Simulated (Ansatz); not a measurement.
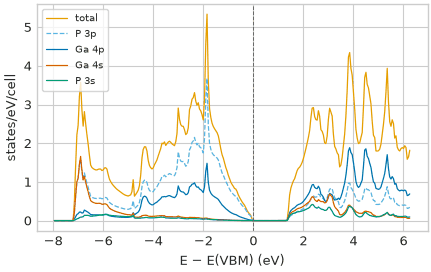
*Total and projected density of states of GaP (wurtzite, P6_3mc), plane-wave PAW LDA (Ansatz code)*

Which orbitals carry the states next to the gap?

Top 1 eV of the valence band: P 3p 78 %, Ga 4p 19 %. Bottom 1 eV of the conduction band: Ga 4p 31 %, Ga 4s 23 %, P 3p 19 %, P 3s 17 %, outside the projected shells 10 %. Projections are on Löwdin-orthogonalised atomic valence shells; empty p or d shells of many metals are not among them.

Where is the tallest occupied peak in this window, and what makes it?

Near -1.8 eV, about 5.3 states/eV per cell; the largest projected share is P 3p.

The workflow started from a Materials Project entry (that database holds measured and hypothetical structures alike); the Crystallography Open Database copy checked does not list it. It is not the phase usual at ambient conditions (space group No. 216). Symmetry was held in the LDA relaxation; its stability against distortions is not shown here. Spin–orbit coupling is left out wherever it is not named.

Potentials: the later of the program's two PAW sets.
